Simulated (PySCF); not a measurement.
## Electronic structure of H6S3Sn3 in real space

```yaml
atoms:
  - { symbol: Sn, position_ang: [0.4310, -2.0961, -0.0295] }
  - { symbol: H, position_ang: [-0.6967, -2.7088, 1.1046] }
  - { symbol: H, position_ang: [1.5959, -3.2362, -0.5399] }
  - { symbol: S, position_ang: [1.6829, -0.2819, 0.9835] }
  - { symbol: Sn, position_ang: [-0.1668, 1.0081, 1.8760] }
  - { symbol: H, position_ang: [-1.2893, -0.0625, 2.6034] }
  - { symbol: H, position_ang: [0.5059, 2.1479, 2.9564] }
  - { symbol: S, position_ang: [-1.2486, 2.1744, 0.0507] }
  - { symbol: Sn, position_ang: [-0.2428, 1.1041, -1.8786] }
  - { symbol: H, position_ang: [1.4429, 1.3552, -1.9344] }
  - { symbol: H, position_ang: [-1.0998, 1.7692, -3.1992] }
  - { symbol: S, position_ang: [-0.7992, -1.2562, -1.9419] }
```

Geometry: PBE0-D3(BJ)/def2-SVP; core potentials replace the inner electrons of Sn.

The calculation used CAM-B3LYP/def2-SVPD, SCF density, gas phase, scalar-relativistic core potentials on the heavy atoms in PySCF 2.14.0.

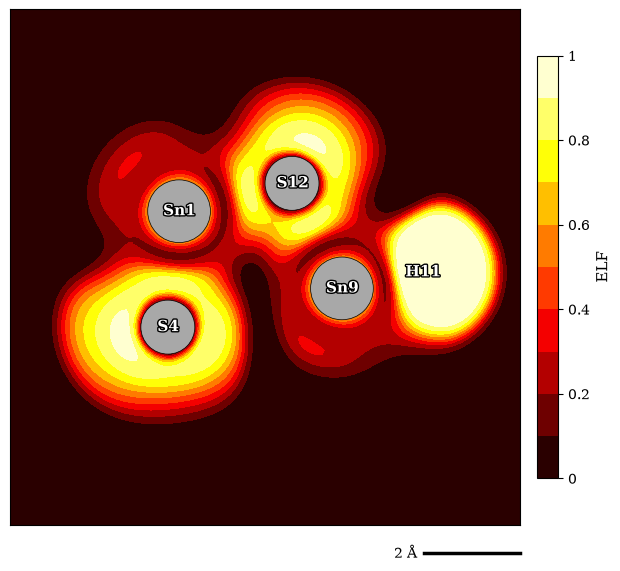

Figure 1. ELF on the plane of atoms S4, Sn1 and S12. Grey discs cover the atomic cores.

Question: What do the fields say about this system?

Answer: Atoms in the plane: Sn, S and H.
Sn–S (2.43 Å): the ELF peaks at about 0.85 in the valence shell of S, 0.9 Å from its nucleus, and drops to about 0.15 between the two atoms.
Sn–H (1.71 Å): the ELF climbs to about 1 towards the hydrogen.
The ELF also peaks beside S4 and S12, away from the bonds: lone-pair regions.

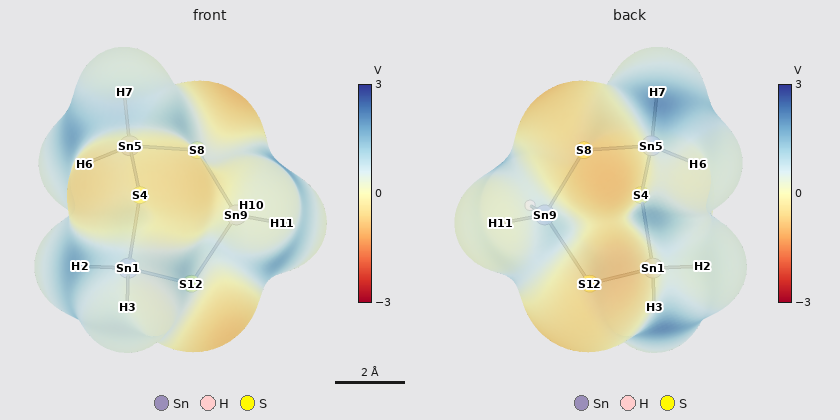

Figure 2. The molecular electrostatic potential painted on the density surface at 0.002 e/bohr³, seen from the front and from behind; the colour scale runs from red (negative) to blue (positive).

Question: Describe the electrostatic potential map.

Answer: The most negative region (about −0.9 V) lies over S8 and S12, the most positive (about +2.1 V) over Sn1 and Sn5.
